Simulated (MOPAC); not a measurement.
# CH$_{2}$FNOSn: frequency calculation (part 1 of 2)

- system: CH$_{2}$FNOSn
- method: PM6-D3H4, closed shell, dispersion D3H4 (MOPAC 23.2.5)

The geometry was optimised with PM6-D3H4.

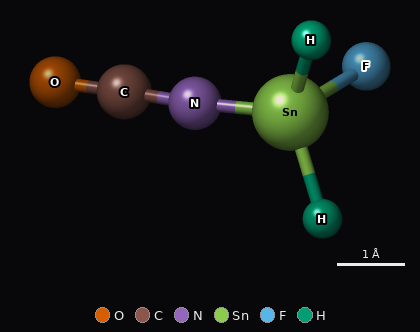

The structure (ball-and-stick view, seen at a tilt). Sticks mark near contacts.

The input (mol.mop):
```
FORCE THERMO PM6-D3H4 AUX(PRECISION=6) T=10M THREADS=1
CH2FNOSn
O=C=[N][SnH2][F]
O -0.235033 1 -2.933230 1 -0.624001 1
C -0.105345 1 -1.808504 1 -0.321662 1
N 0.059889 1 -0.644509 1 0.037930 1
Sn 0.149976 1 0.879760 1 0.318566 1
F -0.906283 1 1.699551 1 -1.195133 1
H -0.739306 1 1.331888 1 1.677248 1
H 1.701092 1 1.486207 1 0.058670 1
```

Run on 1 thread of AMD EPYC (Zen 5), 128 GiB of memory available, shared host.

Launch command:
```bash
mopac mol.mop
```

Log:
```
MOPAC v23.2.5
PM6-D3H4 CALCULATION RESULTS

 *  PM6-D3H4   - CORRECT DISPERSION AND HYDROGEN BOND TERMS USING THE D3H4 METHOD
 *  FORCE      - FORCE CALCULATION SPECIFIED
 *  THREADS=1  - MULTI-THREADING NOT USED
 *  AUX        - OUTPUT AUXILIARY INFORMATION
 *  THERMO     - THERMODYNAMIC QUANTITIES TO BE CALCULATED
FORCE THERMO PM6-D3H4 AUX(PRECISION=6) T=10M THREADS=1
 CH2FNOSn
 O=C=[N][SnH2][F]
   ATOM   CHEMICAL          X               Y               Z
  NUMBER   SYMBOL      (ANGSTROMS)     (ANGSTROMS)     (ANGSTROMS)

     1       O         -0.23503300  *  -2.93323000  *  -0.62400100  *
     2       C         -0.10534500  *  -1.80850400  *  -0.32166200  *
     3       N          0.05988900  *  -0.64450900  *   0.03793000  *
     4      Sn          0.14997600  *   0.87976000  *   0.31856600  *
     5       F         -0.90628300  *   1.69955100  *  -1.19513300  *
     6       H         -0.73930600  *   1.33188800  *   1.67724800  *
     7       H          1.70109200  *   1.48620700  *   0.05867000  *

          CARTESIAN COORDINATES

    NO.       ATOM           X           Y           Z

     1         O         -0.2350     -2.9332     -0.6240
     2         C         -0.1053     -1.8085     -0.3217
     3         N          0.0599     -0.6445      0.0379
     4        Sn          0.1500      0.8798      0.3186
     5         F         -0.9063      1.6996     -1.1951
     6         H         -0.7393      1.3319      1.6772
     7         H          1.7011      1.4862      0.0587

           Empirical Formula: C H2 N O Sn F  =     7 atoms

      MOLECULAR POINT GROUP   :   Cs

      RHF CALCULATION, NO. OF DOUBLY OCCUPIED LEVELS = 14

          HEAT OF FORMATION =     -89.855353 KCALS/MOLE

          CARTESIAN COORDINATE DERIVATIVES

   NUMBER  ATOM         X            Y            Z

     1       O     -0.056961    -0.013490     0.002685
     2       C      0.011912    -0.002765    -0.005588
     3       N      0.028817     0.007993    -0.011147
     4      Sn      0.031921     0.020674     0.019722
     5       F     -0.017879     0.007017    -0.009347
     6       H     -0.006431    -0.016025    -0.015925
     7       H      0.008621    -0.003405     0.019600

 DIPOLE           X         Y         Z       TOTAL
 POINT-CHG.     2.001     5.111    -0.002     5.489
 HYBRID        -1.454    -0.694     0.001     1.611
 SUM            0.547     4.417    -0.001     4.451

          GRADIENT NORM =   0.08914

          MOLECULAR WEIGHT =  181.72

          ROTATIONAL CONSTANTS IN CM(-1)

          A =    0.24661672   B =    0.05257467   C =    0.04432367

           PRINCIPAL MOMENTS OF INERTIA IN UNITS OF 10**(-40)*GRAM-CM**2

          A =      113.5071   B =      532.4380   C =      631.5531

          ORIENTATION OF MOLECULE IN FORCE CALCULATION

    NO.       ATOM         X         Y         Z

     1          O      -3.3325    0.2728   -0.0001
     2          C      -2.1606    0.2728   -0.0001
     3          N      -0.9324    0.3267   -0.0001
     4         Sn       0.6130    0.1778   -0.0001
     5          F       0.8924   -1.8225    0.0008
     6          H       1.2991    0.6463   -1.4667
     7          H       1.2996    0.6482    1.4657

    FIRST DERIVATIVES WILL BE USED IN THE CALCULATION OF SECOND DERIVATIVES

          ESTIMATED TIME TO COMPLETE CALCULATION =        0.33 SECONDS

    FOR POINT-GROUP Cs   THERE ARE   2 UNIQUE SYMMETRY FUNCTIONS.

 STEP:   1 TIME =     0.01 SECS, INTEGRAL =      0.01 TIME LEFT:    599.98
 STEP:   2 TIME =     0.00 SECS, INTEGRAL =      0.01 TIME LEFT:    599.98
 STEP:   3 TIME =     0.01 SECS, INTEGRAL =      0.02 TIME LEFT:    599.98
 STEP:   4 TIME =     0.00 SECS, INTEGRAL =      0.02 TIME LEFT:    599.98
 STEP:   5 TIME =     0.00 SECS, INTEGRAL =      0.02 TIME LEFT:    599.98
 STEP:   6 TIME =     0.01 SECS, INTEGRAL =      0.02 TIME LEFT:    599.97
 STEP:   7 TIME =     0.00 SECS, INTEGRAL =      0.02 TIME LEFT:    599.97
 STEP:   8 TIME =     0.01 SECS, INTEGRAL =      0.03 TIME LEFT:    599.96
 STEP:   9 TIME =     0.00 SECS, INTEGRAL =      0.03 TIME LEFT:    599.96
 STEP:  10 TIME =     0.00 SECS, INTEGRAL =      0.03 TIME LEFT:    599.96
 STEP:  11 TIME =     0.00 SECS, INTEGRAL =      0.03 TIME LEFT:    599.96
 STEP:  12 TIME =     0.00 SECS, INTEGRAL =      0.03 TIME LEFT:    599.96
 STEP:  13 TIME =     0.01 SECS, INTEGRAL =      0.04 TIME LEFT:    599.95
 STEP:  14 TIME =     0.00 SECS, INTEGRAL =      0.04 TIME LEFT:    599.95
 STEP:  15 TIME =     0.00 SECS, INTEGRAL =      0.04 TIME LEFT:    599.95
 STEP:  16 TIME =     0.01 SECS, INTEGRAL =      0.05 TIME LEFT:    599.95
 STEP:  17 TIME =     0.00 SECS, INTEGRAL =      0.05 TIME LEFT:    599.95
 STEP:  18 TIME =     0.00 SECS, INTEGRAL =      0.05 TIME LEFT:    599.95
 STEP:  19                       INTEGRAL =      0.05 TIME LEFT:    599.95
 STEP:  20                       INTEGRAL =      0.05 TIME LEFT:    599.95
 STEP:  21                       INTEGRAL =      0.05 TIME LEFT:    599.95

(To convert to Hartree/Bohr^2, multiply by (10^(-21) x N x a0^2)/(4.184 x 627.51) =  0.0642)

           FORCE MATRIX IN MILLIDYNES/ANGSTROM

                  O  1       C  2       N  3      Sn  4       F  5       H  6
 ------------------------------------------------------------------------------
     O    1  15.618679
     C    2  13.733549  27.196191
     N    3   2.171874  11.728590  20.250626
    Sn    4   0.327884   1.875891   6.073885  11.854122
     F    5   0.080250   0.214926   0.399283   2.785415   3.111063
     H    6   0.028541   0.046328   0.212064   3.512935   0.140770   3.667840
     H    7   0.028515   0.046953   0.210776   3.513201   0.140482   0.123458

                  H  7
 ------------------
     H    7   3.667840

          HEAT OF FORMATION =     -89.855353 KCALS/MOLE

          ZERO POINT ENERGY      19.971 KCAL/MOL

           NORMAL COORDINATE ANALYSIS (Total motion = 1 Angstrom)

   Root No.       1         2         3         4         5         6         7         8

                 1 A'      1 A"      2 A'      2 A"      3 A"      4 A"      3 A'      4 A'

                  90.2     181.9     266.4     450.9     514.0     525.4     552.1     560.7

           1   -0.0486    0.0000    0.0141    0.0000    0.0000   -0.0000   -0.0495    0.1162
           2    0.2192   -0.0001   -0.1387   -0.0000   -0.0000    0.0000   -0.0611    0.0882
           3   -0.0001   -0.1185    0.0001   -0.0183   -0.0547    0.0377    0.0000   -0.0000
           4   -0.0480   -0.0000    0.0115   -0.0000   -0.0000    0.0000   -0.0387    0.0968
           5    0.0514    0.0000    0.1697    0.0000    0.0001   -0.0000    0.1725   -0.2580
           6   -0.0000    0.0623   -0.0001    0.0420    0.1464   -0.1125   -0.0001    0.0001
           7   -0.0427   -0.0000    0.0100   -0.0000    0.0000   -0.0000   -0.0252    0.0595
           8   -0.0988    0.0001    0.3089    0.0000   -0.0000    0.0000   -0.0840    0.1360
           9    0.0000    0.2056   -0.0001    0.0235   -0.0238    0.1141    0.0000   -0.0001
          10   -0.0362    0.0000   -0.0211    0.0000    0.0000    0.0000    0.0208   -0.0286
          11   -0.0285   -0.0000   -0.0307   -0.0000   -0.0000   -0.0000   -0.0350   -0.0367
          12    0.0000   -0.0120    0.0000   -0.0132   -0.0036   -0.0087    0.0000    0.0000
          13    0.3390    0.0000    0.1027    0.0000   -0.0000   -0.0000   -0.0394   -0.0235
          14    0.0291    0.0000   -0.0139    0.0000   -0.0000   -0.0000    0.2025    0.2096
          15   -0.0000    0.0002    0.0000    0.0359   -0.0144   -0.0021   -0.0001   -0.0001
          16   -0.0943   -0.2534    0.0253    0.1114    0.3000    0.3233   -0.0533   -0.0049
          17    0.0474   -0.0574   -0.1173    0.3836   -0.2194   -0.1196    0.1944    0.0755
          18   -0.0040   -0.1513   -0.0076    0.1686    0.0719    0.1118    0.0368    0.0415
          19   -0.0943    0.2534    0.0253   -0.1115   -0.3000   -0.3233   -0.0533   -0.0049
          20    0.0474    0.0572   -0.1173   -0.3835    0.2195    0.1197    0.1944    0.0755
          21    0.0040   -0.1513    0.0077    0.1689    0.0717    0.1117   -0.0369   -0.0416

   Root No.       9        10        11        12        13        14        15

                 5 A'      6 A'      7 A'      8 A'      9 A'     10 A'      5 A"

                 608.7     658.9     729.4    1545.0    2303.6    2484.4    2498.3

           1    0.2408    0.0004   -0.0094   -0.3324   -0.1770    0.0018   -0.0000
           2   -0.0514    0.0024    0.0003   -0.0005    0.0002    0.0000   -0.0000
           3    0.0000   -0.0000    0.0000   -0.0000   -0.0000   -0.0000    0.0000
           4    0.1915    0.0007   -0.0082    0.0927    0.4794   -0.0062   -0.0000
           5    0.1703   -0.0089   -0.0006   -0.0136    0.0071   -0.0001   -0.0000
           6   -0.0001    0.0000    0.0000    0.0000    0.0000   -0.0000   -0.0004
           7    0.1394   -0.0004   -0.0033    0.4743   -0.2210    0.0053   -0.0000
           8   -0.1555    0.0278   -0.0023   -0.0039   -0.0024    0.0002   -0.0000
           9    0.0001   -0.0000    0.0000    0.0000   -0.0000    0.0000   -0.0009
          10   -0.0675    0.0029   -0.0052   -0.0199    0.0015    0.0032    0.0000
          11    0.0103   -0.0034   -0.0008    0.0010    0.0004    0.0022   -0.0000
          12   -0.0000    0.0000    0.0000   -0.0000   -0.0000    0.0000   -0.0071
          13   -0.0023   -0.0017    0.0044   -0.0012    0.0011    0.0000    0.0000
          14   -0.0231   -0.0408   -0.0052    0.0045   -0.0031    0.0005   -0.0000
          15    0.0000    0.0000   -0.0000   -0.0000    0.0000   -0.0000   -0.0003
          16   -0.0278   -0.1576    0.4080   -0.0273   -0.0123   -0.2011   -0.2092
          17    0.0865    0.4255    0.1164    0.0106   -0.0185   -0.1351   -0.1401
          18    0.0381    0.0606    0.2313   -0.0234    0.0544    0.4273    0.4269
          19   -0.0278   -0.1576    0.4080   -0.0273   -0.0123   -0.2011    0.2092
          20    0.0865    0.4255    0.1162    0.0107   -0.0186   -0.1355    0.1404
          21   -0.0382   -0.0610   -0.2313    0.0234   -0.0544   -0.4271    0.4268

           MASS-WEIGHTED COORDINATE ANALYSIS (NORMAL COORDINATES)

   Root No.       1         2         3         4         5         6         7         8

                 1 A'      1 A"      2 A'      2 A"      3 A"      4 A"      3 A'      4 A'

                  90.2     181.9     266.4     450.9     514.0     525.4     552.1     560.7

           1   -0.1039    0.0000    0.0365    0.0000    0.0000   -0.0000   -0.1533    0.2841
           2    0.4685   -0.0002   -0.3585   -0.0001   -0.0001    0.0001   -0.1891    0.2157
           3   -0.0002   -0.4599    0.0001   -0.1081   -0.2807    0.1896    0.0001   -0.0001
           4   -0.0888   -0.0000    0.0258   -0.0000   -0.0000    0.0000   -0.1038    0.2049
           5    0.0952    0.0001    0.3802    0.0001    0.0003   -0.0002    0.4623   -0.5463
           6   -0.0000    0.2095   -0.0002    0.2152    0.6510   -0.4909   -0.0002    0.0002
           7   -0.0853   -0.0000    0.0243   -0.0000    0.0000   -0.0000   -0.0731    0.1360
           8   -0.1976    0.0003    0.7471    0.0001   -0.0000    0.0002   -0.2430    0.3109
           9    0.0001    0.7463   -0.0003    0.1298   -0.1143    0.5377    0.0001   -0.0001
          10   -0.2108    0.0000   -0.1487    0.0000    0.0000    0.0000    0.1751   -0.1906
          11   -0.1662   -0.0001   -0.2163   -0.0001   -0.0000   -0.0001   -0.2950   -0.2441
          12    0.0001   -0.1273    0.0001   -0.2118   -0.0497   -0.1195    0.0001    0.0001
          13    0.7896    0.0000    0.2892    0.0000   -0.0000   -0.0000   -0.1328   -0.0625
          14    0.0677    0.0000   -0.0392    0.0001   -0.0000   -0.0000    0.6825    0.5583
          15   -0.0000    0.0008    0.0000    0.2308   -0.0804   -0.0117   -0.0003   -0.0002
          16   -0.0506   -0.2468    0.0164    0.1653    0.3863    0.4086   -0.0414   -0.0030
          17    0.0254   -0.0559   -0.0761    0.5689   -0.2826   -0.1511    0.1510    0.0463
          18   -0.0022   -0.1473   -0.0049    0.2500    0.0926    0.1413    0.0285    0.0255
          19   -0.0506    0.2468    0.0164   -0.1653   -0.3863   -0.4086   -0.0414   -0.0030
          20    0.0254    0.0557   -0.0761   -0.5687    0.2827    0.1513    0.1509    0.0463
          21    0.0022   -0.1473    0.0050    0.2505    0.0924    0.1412   -0.0287   -0.0255

   Root No.       9        10        11        12        13        14        15

                 5 A'      6 A'      7 A'      8 A'      9 A'     10 A'      5 A"

                 608.7     658.9     729.4    1545.0    2303.6    2484.4    2498.3

           1    0.5606    0.0023   -0.0542   -0.5902   -0.3561    0.0102   -0.0000
           2   -0.1197    0.0141    0.0016   -0.0010    0.0004    0.0000   -0.0000
           3    0.0001   -0.0000    0.0000   -0.0000   -0.0000   -0.0000    0.0003
           4    0.3862    0.0035   -0.0409    0.1426    0.8355   -0.0309   -0.0000
           5    0.3436   -0.0450   -0.0032   -0.0209    0.0123   -0.0005   -0.0000
           6   -0.0001    0.0000    0.0000    0.0000    0.0000   -0.0000   -0.0019
           7    0.3036   -0.0024   -0.0176    0.7880   -0.4160    0.0286   -0.0000
           8   -0.3387    0.1520   -0.0127   -0.0065   -0.0044    0.0010   -0.0000
           9    0.0001   -0.0001    0.0000    0.0000   -0.0000    0.0000   -0.0049
          10   -0.4277    0.0458   -0.0814   -0.0962    0.0080    0.0493    0.0000
          11    0.0652   -0.0543   -0.0133    0.0049    0.0020    0.0344   -0.0000
          12   -0.0000    0.0000    0.0000   -0.0000   -0.0000    0.0000   -0.1086
          13   -0.0057   -0.0107    0.0278   -0.0023    0.0025    0.0003    0.0000
          14   -0.0587   -0.2596   -0.0327    0.0087   -0.0069    0.0031   -0.0000
          15    0.0000    0.0001   -0.0000   -0.0000    0.0000   -0.0001   -0.0021
          16   -0.0162   -0.2312    0.5929   -0.0122   -0.0062   -0.2887   -0.2968
          17    0.0505    0.6243    0.1691    0.0047   -0.0094   -0.1939   -0.1987
          18    0.0223    0.0889    0.3361   -0.0104    0.0275    0.6134    0.6054
          19   -0.0162   -0.2312    0.5930   -0.0122   -0.0062   -0.2887    0.2967
          20    0.0505    0.6242    0.1688    0.0047   -0.0094   -0.1945    0.1992
          21   -0.0223   -0.0895   -0.3362    0.0104   -0.0275   -0.6133    0.6053

          DESCRIPTION OF VIBRATIONS

 VIBRATION          1    1A'         ATOM PAIR     ENERGY CONTRIBUTION    RADIAL
 FREQUENCY            90.20         C 2 -- Sn4         +24.9% (209.5%)     15.3%
 TRANSITION DIPOLE   1.0522         C 2 -- N 3         +24.2% (206.6%)      0.1%
 TRAVEL (Ang.)       0.2883         N 3 -- Sn4         +15.0% (163.0%)     97.8%
 REDUCED MASS        8.9908         O 1 -- C 2         +13.2% (152.5%)      0.2%
 EFFECTIVE MASS     85.4489         Sn4 -- F 5         +12.2% (146.9%)      0.8%
 FORCE CONSTANT      0.0431

 VIBRATION          2    1A"         ATOM PAIR     ENERGY CONTRIBUTION    RADIAL
 FREQUENCY           181.89         N 3 -- Sn4         +30.7% (139.3%)      0.0%
 TRANSITION DIPOLE   0.0632         C 2 -- N 3         +19.8% (111.9%)      0.0%
 TRAVEL (Ang.)       0.2688         O 1 -- C 2         +15.6% ( 99.2%)      0.0%
 REDUCED MASS        5.1295         Sn4 -- H 6         +14.3% ( 95.0%)     15.1%
 EFFECTIVE MASS     25.5363         Sn4 -- H 7         +14.3% ( 95.0%)     15.1%
 FORCE CONSTANT      0.1000

 VIBRATION          3    2A'         ATOM PAIR     ENERGY CONTRIBUTION    RADIAL
 FREQUENCY           266.44         N 3 -- Sn4         +35.2% (112.9%)      0.7%
 TRANSITION DIPOLE   1.0227         O 1 -- C 2         +24.6% ( 94.4%)      0.0%
 TRAVEL (Ang.)       0.2127         C 2 -- N 3         +17.5% ( 79.6%)      0.2%
 REDUCED MASS        5.5962         C 2 -- Sn4         +15.6% ( 75.0%)      6.1%
 EFFECTIVE MASS     23.6400
 FORCE CONSTANT      0.2341

 VIBRATION          4    2A"         ATOM PAIR     ENERGY CONTRIBUTION    RADIAL
 FREQUENCY           450.86         Sn4 -- H 6         +43.2% ( 82.9%)      5.5%
 TRANSITION DIPOLE   0.5152         Sn4 -- H 7         +43.2% ( 82.9%)      5.5%
 TRAVEL (Ang.)       0.4727         O 1 -- C 2          +4.0% ( 25.3%)      0.0%
 REDUCED MASS        0.6694         C 2 -- Sn4          +4.0% ( 25.1%)      0.0%
 EFFECTIVE MASS      5.2118
 FORCE CONSTANT      0.0802

 VIBRATION          5    3A"         ATOM PAIR     ENERGY CONTRIBUTION    RADIAL
 FREQUENCY           513.98         O 1 -- C 2         +24.8% ( 65.5%)      0.0%
 TRANSITION DIPOLE   0.3315         C 2 -- N 3         +20.5% ( 59.6%)      0.0%
 TRAVEL (Ang.)       0.2351         Sn4 -- H 6         +18.3% ( 56.3%)      0.8%
 REDUCED MASS        2.3744         Sn4 -- H 7         +18.3% ( 56.3%)      0.8%
 EFFECTIVE MASS      7.0003         C 2 -- Sn4         +17.6% ( 55.2%)      0.0%
 FORCE CONSTANT      0.3696
```
